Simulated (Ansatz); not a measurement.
Energy landscape of H2Ge, singlet: map of symmetric stretch and bend. Scanned: Ge-H bond length and H-Ge-H angle.

Method: CCSD(T) on RHF/cc-pVDZ, cores with 3d frozen run with Ansatz (a quantum-chemistry and plane-wave program).

Energy in kJ/mol above the lowest grid point; x is the Ge-H bond length (Å), y the H-Ge-H angle (°).

```csv
y \ x,1.36,1.45,1.53,1.61,1.70,1.76,1.83,1.90,1.99,2.07,2.16
180,344.7,303.4,298.8,314.6,348.4,376.6,349.1,—,—,—,496.2
171.10,337.3,293.3,284.7,292.5,305.6,311.6,317.1,323.0,332.7,343.1,355.8
159.52,305.1,252.5,234.3,231.8,238.5,246.0,256.8,269.5,288.3,306.7,328.6
149.71,264.8,205.7,182.5,176.8,183.5,192.8,207.0,223.8,248.1,271.4,298.4
142.06,231.0,168.4,143.2,136.8,144.3,155.1,171.6,191.0,219.0,245.4,275.9
128.70,176.4,110.2,83.3,76.9,86.3,99.3,119.1,142.3,175.3,206.3,241.6
121.94,153.4,86.0,58.6,52.4,62.7,76.5,97.6,122.3,157.4,190.1,227.4
112.31,128.0,59.0,31.1,25.0,36.2,51.0,73.5,99.9,137.2,172.0,211.5
99.38,110.2,39.0,10.0,3.5,15.1,30.6,54.1,81.7,120.8,157.3,198.7
90.19,110.8,37.6,7.3,0.0,11.1,26.5,50.0,77.8,117.3,154.2,196.1
78.99,127.8,51.7,19.1,10.1,19.5,34.1,56.8,83.9,122.8,159.2,200.6
70,155.0,75.9,41.0,29.8,37.2,50.5,71.8,97.7,135.1,170.2,210.4
```

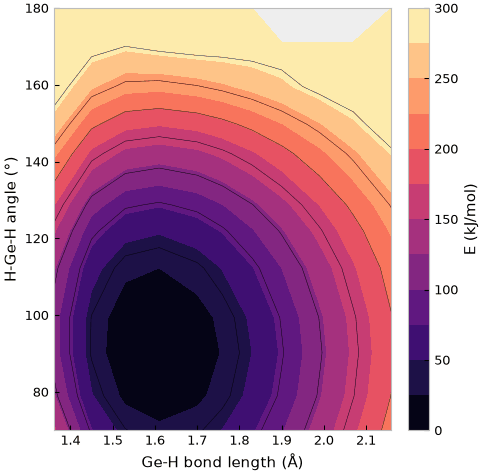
Fig. 1. Energy surface, cut off at 297 kJ/mol.

Points that lie below all their neighbours on the grid (none is named beside a point without a result): x = 1.61, y = 90.19 (0.0 kJ/mol).

A dash means that the run gave no value there, or that the column was ended at a point which the program doubted or which failed a test of continuity chosen for this set; such a test can also cut sound points.
